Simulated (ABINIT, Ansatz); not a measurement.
# Quasiparticle gap of YScB2O6 (R-3) in ABINIT, part 3 of 3

Wanted: ground state, empty states, screening and self-energy for YScB2O6 (R-3).

ABINIT 10.8.3; LDA and many-body steps on it, plane waves. Known limits of the many-body steps: not at the basis limit; no spin-orbit coupling; coarse k mesh.

So far. Step 4 (Empty states on the mesh, 2×2×2 mesh, 234 bands): On this mesh the gap is 4.393 eV. Step 5 (Screening, 2×2×2 mesh, 214 bands, screening to 176.9 eV): Local fields lower ε∞ by 8 %. On a Γ-centred mesh this coarse the value itself is usually too large, while a short band sum pulls it down.

**6. Self-energy, 2×2×2 mesh, 214 bands, screening to 176.9 eV**

The self-energy is evaluated for the states that the input lists, and the levels follow from it, in one-shot runs by the linearised quasiparticle equation.

This step: G0W0 on LDA, plane waves, norm-conserving pseudopotentials.

Input file run.abi:

```
acell 3*1.0 Angstrom
rprim 
  2.455259121368 1.417544514628 5.373024847406
  -2.455259121368 1.417544514628 5.373024847406
  0.000000000000 -2.835089029328 5.373024847387
ntypat 4
znucl 39 21 5 8
natom 10
typat 1 2 3 3 4 4 4 4 4 4
xred 
  0.500000000000 0.500000000000 0.500000000000
  0.000000000000 0.000000000000 0.000000000000
  0.255007000000 0.255007000000 0.255007000000
  0.744993000000 0.744993000000 0.744993000000
  0.233543000000 0.545880000000 0.981547000000
  0.981547000000 0.233543000000 0.545880000000
  0.545880000000 0.981547000000 0.233543000000
  0.018453000000 0.766457000000 0.454120000000
  0.454120000000 0.018453000000 0.766457000000
  0.766457000000 0.454120000000 0.018453000000
pp_dirpath "pseudos"
pseudos "Y.upf, Sc.upf, B.upf, O.upf"
ecut 36
ngkpt 2 2 2
nshiftk 1
shiftk 0 0 0
kptopt 1
chksymbreak 0
istwfk *1
occopt 1
irdwfk 1
optdriver 4
nband 214
gwcalctyp 0
ecutsigx 36
symsigma 1
nkptgw 2
kptgw 
  0.5000000000 0.5000000000 0.0000000000
  0.0000000000 0.0000000000 0.0000000000
bdgw 
  31 34
  31 34
ecuteps 6.5
irdscr 1
ppmodel 1
indata_prefix "in"
outdata_prefix "out"
tmpdata_prefix "tmp"
```

Started as:

```console
$ OMP_NUM_THREADS=1 mpirun -n 4 abinit run.abi > log
```

Numbers of over 12 decimals in the logs are rounded to 6 here.

What it wrote:

```text
.Version 10.8.3 of ABINIT. v10.8.2 released Aug 2026.

 Symmetries : space group R-3 (#148); Bravais hR (rhombohedral)
[... echo of the input left out ...]
== DATASET  1 ==================================================================
-   mpi_nproc: 4, omp_nthreads: 1 (-1 if OMP is not activated)

--- !DatasetInfo
iteration_state: {dtset: 1, }
dimensions: {natom: 10, nkpt: 4, mband: 214, nsppol: 1, nspinor: 1, nspden: 1, mpw: 7863, }
cutoff_energies: {ecut:  36.0, pawecutdg:  -1.0, }
electrons: {nelect:   6.40000000E+01, charge:   0.00000000E+00, occopt:   1.00000000E+00, tsmear:   1.00000000E-02, }

 SIGMA: Calculation of the GW corrections

 Based on a program developped by R.W. Godby, V. Olevano, G. Onida, and L. Reining.
 Incorporated in ABINIT by V. Olevano, G.-M. Rignanese, and M. Torrent.
.Using double precision arithmetic ; gwpc =  8

[... cell and pseudopotentials left out ...]
--------------------------------------------------------------------------------

 ==== K-mesh for the wavefunctions ====
 Number of points in the irreducible wedge :     4
[... list of points left out ...]
 Together with  6 symmetry operations and time-reversal symmetry
 yields     8 points in the full Brillouin Zone.

 ==== Q-mesh for screening function ====
 Number of points in the irreducible wedge :     4
[... list of points left out ...]
 Together with  6 symmetry operations and time-reversal symmetry
 yields     8 points in the full Brillouin Zone.

 vcoul_init : cutoff-mode = AUXILIARY_FUNCTION
 q-points for optical limit:   1
     1)      0.000010    0.000020    0.000030
 setmesh: FFT mesh size selected  =    64x   64x   64
          total number of points  =       262144

 Number of electrons calculated from density =   64.0000; Expected =   64.0000
 average of density, n =  0.084524
 r_s =    1.4135
 omega_plasma =   28.0443 [eV]

 === KS Band Gaps ===
  >>>> For spin  1
   Minimum direct gap =   4.3933 [eV], located at k-point      :   0.5000  0.5000  0.0000
   Fundamental gap    =   4.3933 [eV], Top of valence bands at :   0.5000  0.5000  0.0000
                                       Bottom of conduction at :   0.5000  0.5000  0.0000
 SIGMA fundamental parameters:
 PLASMON POLE MODEL  1
 number of plane-waves for SigmaX                 7863
 number of plane-waves for SigmaC and W            605
 number of plane-waves for wavefunctions          7863
 number of bands                                   214
 number of independent spin polarizations            1
 number of spinorial components                      1
 number of k-points in IBZ                           4
 number of q-points in IBZ                           4
 number of symmetry operations                       6
 number of k-points in BZ                            8
 number of q-points in BZ                            8
 number of frequencies for dSigma/dE                 9
 frequency step for dSigma/dE [eV]                0.25
 number of omega for Sigma on real axis              0
 max omega for Sigma on real axis  [eV]           0.00
 zcut for avoiding poles [eV]                     0.10

 EPSILON^-1 parameters (SCR file):
 dimension of the eps^-1 matrix on file            605
 dimension of the eps^-1 matrix used               605
 number of plane-waves for wavefunctions          7863
 number of bands                                   214
 number of q-points in IBZ                           4
 number of frequencies                               2
 number of real frequencies                          1
 number of imag frequencies                          1

 matrix elements of self-energy operator (all in [eV])

 Perturbative Calculation

--- !SelfEnergy_ee
iteration_state: {dtset: 1, }
kpoint     : [   0.500,    0.500,    0.000, ]
spin       : 1
KS_gap     :    4.393
QP_gap     :    7.437
Delta_QP_KS:    3.043
data: !SigmaeeData |
     Band     E0 <VxcDFT>   SigX SigC(E0)      Z dSigC/dE  Sig(E)    E-E0       E
       31   2.755 -18.931 -23.772   4.235   0.800  -0.250 -19.415  -0.484   2.271
       32   3.393 -19.888 -24.922   4.435   0.800  -0.250 -20.367  -0.480   2.913
       33   7.786 -16.445  -8.688  -4.653   0.826  -0.211 -13.881   2.564  10.349
       34   8.232 -17.419  -9.260  -4.853   0.817  -0.223 -14.716   2.703  10.935

--- !SelfEnergy_ee
iteration_state: {dtset: 1, }
kpoint     : [   0.000,    0.000,    0.000, ]
spin       : 1
KS_gap     :    5.102
QP_gap     :    8.342
Delta_QP_KS:    3.240
data: !SigmaeeData |
     Band     E0 <VxcDFT>   SigX SigC(E0)      Z dSigC/dE  Sig(E)    E-E0       E
       31   3.140 -19.671 -24.577   4.353   0.798  -0.253 -20.112  -0.442   2.698
       32   3.140 -19.671 -24.577   4.353   0.798  -0.253 -20.112  -0.442   2.698
       33   8.242 -18.002  -9.593  -4.967   0.813  -0.230 -15.204   2.799  11.041
       34   8.242 -18.002  -9.593  -4.967   0.813  -0.230 -15.204   2.799  11.041

== END DATASET(S) ==============================================================
================================================================================

 -outvars: echo values of variables after computation  --------
           etotal      0.0000000000E+00
            nband         214
             nkpt           4
          spgroup         148
 [... the other variables as echoed above ...]

 Calculation completed.
```

Wall time 51 s (4 MPI ranks of Arm Neoverse V1, shared host); peak memory 2.1 GiB.

Numbers from this step:

```yaml
g0w0_gap_on_the_points_computed: 7.436 eV
starting_gap_on_the_mesh: 4.393 eV
k_of_the_valence_top: 0.5, 0.5, 0
k_of_the_conduction_bottom: 0.5, 0.5, 0
z_at_the_valence_top: 0.8
z_at_the_conduction_bottom: 0.826
least_direct_g0w0_gap_on_the_computed_points: 7.436 eV
```

The gap on the mesh goes from 4.39 eV to 7.44 eV, a correction of +3.04 eV.

Limits: finite bands, cutoff and mesh; no spin-orbit coupling; coarse k mesh. v1 is the top filled band, c1 the lowest empty one. Levels before and after the correction, in eV, zero at the valence-band top of each column:

```csv
,conduction bottom,valence top
Kohn-Sham,4.39,0.00
G0W0,7.44,0.00
```

```csv
,level,energy (eV)
Kohn-Sham,(0.5 0.5 0) v2,-0.638
Kohn-Sham,(0.5 0.5 0) v1,0.000
Kohn-Sham,(0.5 0.5 0) c1,4.393
Kohn-Sham,(0.5 0.5 0) c2,4.839
G0W0,(0.5 0.5 0) v2,-0.642
G0W0,(0.5 0.5 0) v1,0.000
G0W0,(0.5 0.5 0) c1,7.436
G0W0,(0.5 0.5 0) c2,8.022
```

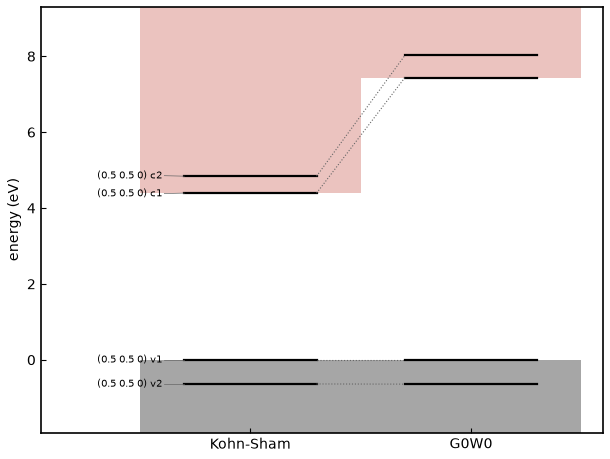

Levels before and after the correction. Shaded: valence and conduction bands.

**7. Where the time went**

Times are wall times on 4 MPI ranks of Arm Neoverse V1, shared host, good to a factor of about two.

```csv
step,time,share,memory (GiB)
ground state,3.7 min,34 %,0.67
bands along the symmetry lines,2.1 min,20 %,0.49
empty states on the mesh,2 min,18 %,0.56
screening,2.1 min,20 %,2.5
self-energy,51 s,8 %,2.1
```

**8. Summary of results**

```
LDA gap              : 4.39 eV, direct
G0W0 gap on the mesh : 7.44 eV
GW settings          : 2×2×2 mesh, 214 bands, screening to 176.9 eV, Godby-Needs plasmon pole
known limits         : not at the basis limit; no spin-orbit coupling; coarse k mesh
```

What this shows: G0W0 moves the gap on the mesh from 4.39 eV to 7.44 eV (+3.04 eV), with Z of 0.80 and 0.83 at the edges. Local fields lower the RPA ε∞ on this mesh from 3.81 to 3.51; a Γ-centred mesh this coarse tends to raise both, most where the direct gap is narrow, while a short band sum lowers them. Only 2 of the mesh's irreducible points were corrected, so a valley elsewhere could overtake. The dearest step here is «ground state». Bands and cutoff are finite, so the gap is not at the basis limit. The miss can reach some tenths of an eV and take either sign; the mesh is an error of its own. In the G0W0 run levels were corrected at 2 k points alone, so a gap called «on the mesh» is the least over those, and an edge elsewhere would be missed. The 2×2×2 mesh is coarse for this cell, which bears on the long-range parts of exchange and screening. The many-body steps are scalar-relativistic: spin-orbit coupling is not in them.

[Paths, hosts, dates, memory and timing lines, banners, echoed tables and standing remarks are left out of the program output.]

[Logs are printed without paths, hosts, clocks, repeated set-up lines and the standing remarks that a program may print on its own settings, such as how far it seeks lower states.]

[Runs of the session that timed out or met a known fault of the program may be left out.]

[Hosts, paths, dates, database ids (printed as entryN), source tags and the programs' standing remarks are cut or masked in the printed files.]

[G0W0 gaps are taken among the corrected bands and points alone; a level outside them can change the order at an edge.]

[Where Ansatz stands beside ABINIT at settings called matched, ABINIT's density can come from a denser mesh and the files from another edition; pairs whose starting gaps differed by over 0.03 eV were left out, so agreement reads better than it is.]
